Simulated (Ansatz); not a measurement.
Input file:

```
crystal:
  periodic: [false, false, false]
  atoms:
    - {symbol: B, position_ang: [0.000000, 0.000000, -0.688946]}
    - {symbol: B, position_ang: [0.000000, 0.000000, 1.947438]}
    - {symbol: O, position_ang: [0.000000, 0.000000, -1.892960]}
    - {symbol: O, position_ang: [0.000000, 0.000000, 0.634469]}
basis:
  gaussian:
    orbitals: def2-TZVPD
total_charge: 0
hamiltonian:
  xc: pbe0
output: {forces: true, orbitals: {seedname: orbitals}}
```

Run with:

```sh
ansatz run input.yaml --threads 1 --pin off --max-ram 2610MiB --events-out events.jsonl --progress --plain --runs-dir runs
```

Geometry: PBE0-D3(BJ)/pcseg-1.

These are results of Ansatz, isolated molecule in a Gaussian basis; Kohn-Sham density functional theory, functional PBE0, not measurements.

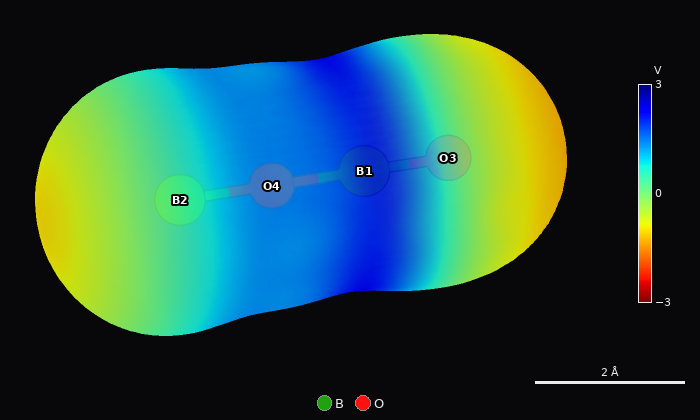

B2O2 (SMILES [B]OB=O). The electrostatic potential painted on the density surface at 0.002 e/bohr³, seen at a tilt; red is negative and blue positive.

Which sites attract a positive test charge, and which a negative one?

A positive charge is drawn to the negative regions and a negative charge to the positive ones. The most negative region (about −1.4 V) lies over O3, the most positive (about +2.2 V) over B1. O3 is the likeliest acceptor of a hydrogen bond.
